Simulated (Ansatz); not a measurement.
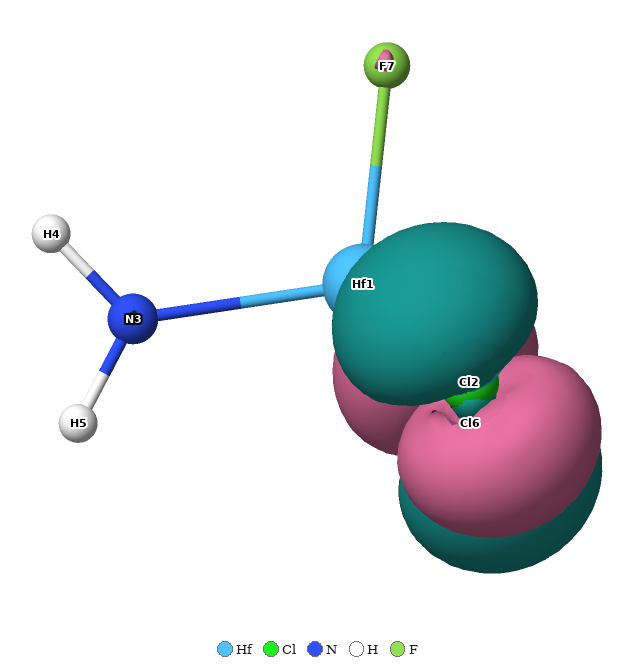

The picture shows: Cl2FH2HfN. The HOMO−1 at ±0.15 Å⁻³ᐟ² (teal and pink are the two phases), seen from one side.

Core potentials replace the inner electrons of Hf.

The calculation used RKS B3LYP-D4/def2-SVP (Ansatz 0.2.0).

Input file:

```
crystal:
  periodic: [false, false, false]
  atoms:
    - { symbol: Hf, position_ang: [0.0, 0.0, 0.0] }
    - { symbol: Cl, position_ang: [0.0, 0.0, 2.52] }
    - { symbol: "N", position_ang: [2.084, 0.0, -0.7359] }
    - { symbol: H, position_ang: [2.5823, -0.918, -0.9166] }
    - { symbol: H, position_ang: [2.5853, 0.918, -0.9082] }
    - { symbol: Cl, position_ang: [-1.1869, 2.0563, -0.8392] }
    - { symbol: F, position_ang: [-0.9326, -1.6157, -0.6593] }
basis:
  gaussian: { orbitals: def2-SVP }
hamiltonian:
  xc: b3lyp
  dispersion: d4
relax:
  f_tol: 0.02
  max_steps: 40
output:
  orbitals: {}
```

Launched as:

```sh
ansatz run input.yaml --threads 2 --pin off --max-ram 3072MiB --backend cpu --events-out ev --progress --plain --runs-dir out
```

The fields are those of the run's last geometry, not of the input's.

Question: Where does this orbital lie, and at what energy?

Answer: Its weight (Hirshfeld) is mainly on Cl2 (about 45 %) and Cl6 (about 45 %); largely a combination of lone pairs on Cl2 and Cl6. Its energy is −8.86 eV.
